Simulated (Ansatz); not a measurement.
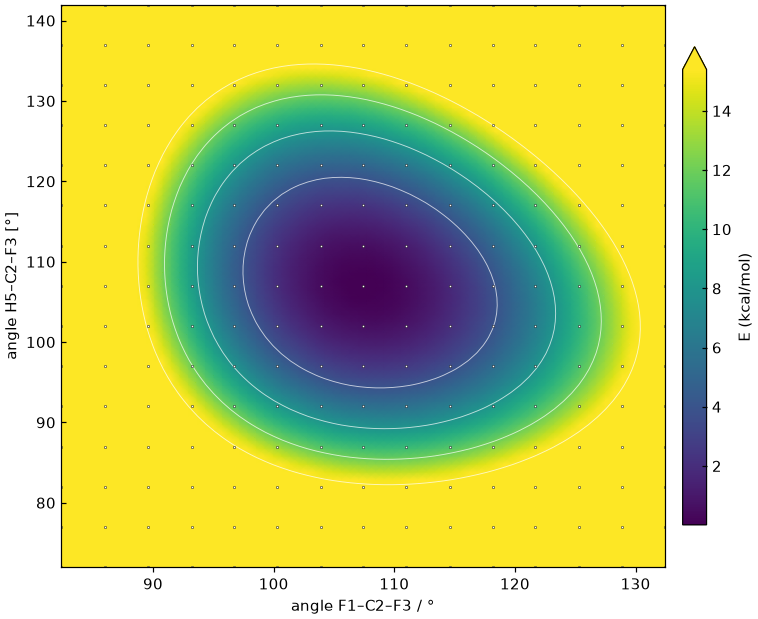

CH4F2Si, SMILES FC(F)[SiH3]. 
- First axis: angle F1–C2–F3. Second axis: angle H5–C2–F3.
- Nothing is relaxed (all other coordinates rigid).
- The grid has 15 × 15 points.
- Points are written as (first, second).
- All energies are given in kcal/mol relative to the lowest grid point.
- These are results of RKS PBE-D4/def2-TZVP in Ansatz, not measurements.

In the figure: a smooth colour map with a few white contour lines, dots at the grid points, one colour for all values above the top of the scale. Between grid points the surface is interpolated.

### Estimate the position of the minimum and the force constants in these coordinates.

The interpolated minimum is at angle F1–C2–F3 ≈ 107.4°, angle H5–C2–F3 ≈ 107.0°. The curvatures there are about 10 eV/rad² and 6.8 eV/rad², with a cross term of about 1.3 eV/rad². Round the minimum the valley is somewhat tilted: raising angle F1–C2–F3 shifts the best value of angle H5–C2–F3 downwards (coupling k₁₂/√(k₁₁k₂₂) about 0.2). (1 eV is 23.1 kcal/mol.)
